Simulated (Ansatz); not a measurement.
# r2SCAN0/def2-TZVP run of CH2BN (SMILES BC#N)

Aim: the vertical ionisation energy of CH2BN at r2SCAN0/def2-TZVP, from 2 runs. 

The results are computed with Ansatz 0.2.0.

65 further runs of the same task are left out: 65 set aside as unsound or not needed. Runs told in other sessions of the task aren't counted.

### 1 The structure to begin with

CH2BN: 5 atoms, total charge 0, spin state singlet. As SMILES, `BC#N`. The coordinates come from a PBE0-D4/def2-TZVP relaxation.

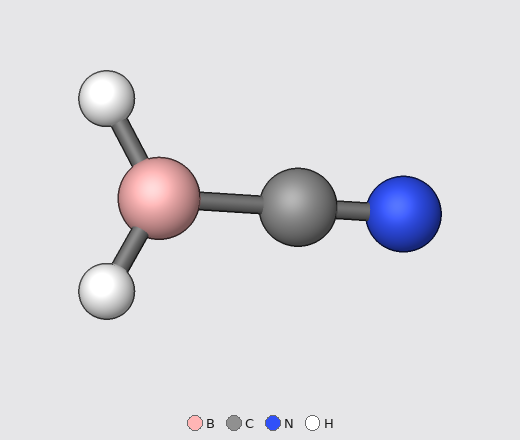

Viewed from a chosen angle; boron pink, carbon grey, nitrogen blue, hydrogen white.

### 2 A single-point energy at r2SCAN0/def2-TZVP

Contents of molecule.yaml:

```yaml
crystal:
  periodic: [false, false, false]
  atoms:
    - symbol: B
      position_ang: [-0.219200, 0.441300, -0.341900]
    - symbol: C
      position_ang: [0.352700, -0.696700, 0.490700]
    - symbol: "N"
      position_ang: [0.786500, -1.559600, 1.122200]
    - symbol: H
      position_ang: [-0.744300, 0.187400, -1.377600]
    - symbol: H
      position_ang: [-0.125900, 1.554000, 0.065300]
basis:
  gaussian:
    orbitals: def2-TZVP
total_charge: 0
accuracy: high
output:
  orbitals: {seedname: orbitals}
hamiltonian:
  xc: {name: r2SCAN0}
```

Run with:

```sh
$ ansatz run molecule.yaml --threads 1 --pin off --max-ram 3480MiB --events-out events.jsonl --progress --plain --runs-dir runs
```

The log of the run:

```text
Warning: RAYON_NUM_THREADS=1 ignored (pool sized by the plan → 1); use --threads N
Functional definition: r2SCAN0
  name "r2SCAN0"
  parameter a = 0.25
  parameter k0 = 0.174
  parameter k1 = 0.065
  parameter a1 = 4.9479
  exchange = (1 - a)*r2scan_x(k0 = k0, k1 = k1, a1 = a1) + a*exact_x
  correlation = r2scan_c
1710 factors; integrals over basis functions are off by at most 3.6e-9 eV
mean field evaluation 1: about -3230.7167 eV, gradient 3.5e1 eV
mean field evaluation 2: about -3228.0291 eV, gradient 4.8e1 eV
mean field evaluation 4: about -3233.2378 eV, gradient 2.1e0 eV
mean field evaluation 8: about -3233.2529 eV, gradient 8.5e-2 eV
mean field evaluation 16: about -3233.2529 eV, gradient 6.7e-6 eV
mean field -3233.25292369 eV, -118.8198533679 hartree, gradient 4.9e-8 eV, S^2 0.000000; 0 other end points of the search recorded, 0 dependent functions left out
reference -3233.25292431 eV, -118.8198533908 hartree; 10, 10 occupied and 95, 95 virtual orbitals, 1710 factors
Total energy: -3233.25292431 eV, -118.8198533908 hartree
```

It took 8.4 s on 1 thread of Arm Neoverse V2, shared host; peak memory 0.27 GiB.

### 3 The doublet cation

Contents of run.yaml:

```yaml
basis:
  gaussian:
    orbitals: def2-TZVP
crystal:
  periodic: [false, false, false]
  atoms:
    - symbol: B
      position_ang: [-0.219200, 0.441300, -0.341900]
    - symbol: C
      position_ang: [0.352700, -0.696700, 0.490700]
    - symbol: N
      position_ang: [0.786500, -1.559600, 1.122200]
    - symbol: H
      position_ang: [-0.744300, 0.187400, -1.377600]
    - symbol: H
      position_ang: [-0.125900, 1.554000, 0.065300]
total_charge: 1
magnetization:
  spin_polarized: true
  initial_magnetization: 1
hamiltonian:
  xc: {name: r2SCAN0}
accuracy: high
output: {orbitals: {seedname: orbitals}}
```

Run with:

```sh
$ ansatz run run.yaml --threads 1 --pin off --max-ram 3480MiB --events-out events.jsonl --progress --plain --runs-dir runs
```

The log of the run, shortened:

```text
Warning: RAYON_NUM_THREADS=1 ignored (pool sized by the plan → 1); use --threads N
[... 8 set-up lines as earlier in the session ...]
1710 factors; integrals over basis functions are off by at most 3.6e-9 eV
mean field evaluation 1: about -3211.2719 eV, gradient 4.3e1 eV
mean field evaluation 2: about -3126.9480 eV, gradient 1.1e2 eV
mean field evaluation 4: about -3219.9970 eV, gradient 9.7e0 eV
mean field evaluation 8: about -3220.9060 eV, gradient 3.7e-1 eV
mean field evaluation 16: about -3220.9516 eV, gradient 3.1e-3 eV
mean field evaluation 32: about -3220.9516 eV, gradient 2.1e-7 eV
mean field -3220.95158437 eV, -118.3677874862 hartree, gradient 3.8e-8 eV, S^2 0.766126; 4 other end points of the search recorded, 0 dependent functions left out
reference -3220.95158620 eV, -118.3677875536 hartree; 10, 9 occupied and 95, 96 virtual orbitals, 1710 factors
Total energy: -3220.95158620 eV, -118.3677875536 hartree
```

It took 21 s on 1 thread of Arm Neoverse V2, shared host; peak memory 0.4 GiB.

### 4 Results

At r2SCAN0/def2-TZVP:

| quantity | value |
| --- | --- |
| singlet CH2BN: total energy | -118.81985 Eh |
| singlet CH2BN: HOMO energy | -9.94 eV |
| singlet CH2BN: LUMO energy | -3.17 eV |
| singlet CH2BN: HOMO–LUMO gap | 6.77 eV |
| doublet cation: total energy | -118.36779 Eh |
| doublet cation: HOMO energy (highest over α and β) | -18.52 eV |
| doublet cation: LUMO energy (lowest over α and β) | -14.65 eV |
| doublet cation: ⟨S²⟩ | 0.766 |
| vertical ionisation energy (to the doublet cation) | 12.301 eV |

Removing an electron at fixed nuclei costs 12.30 eV (1187 kJ/mol). −ε(HOMO) before ionisation, 9.94 eV, is 2.37 eV below this ionisation energy.
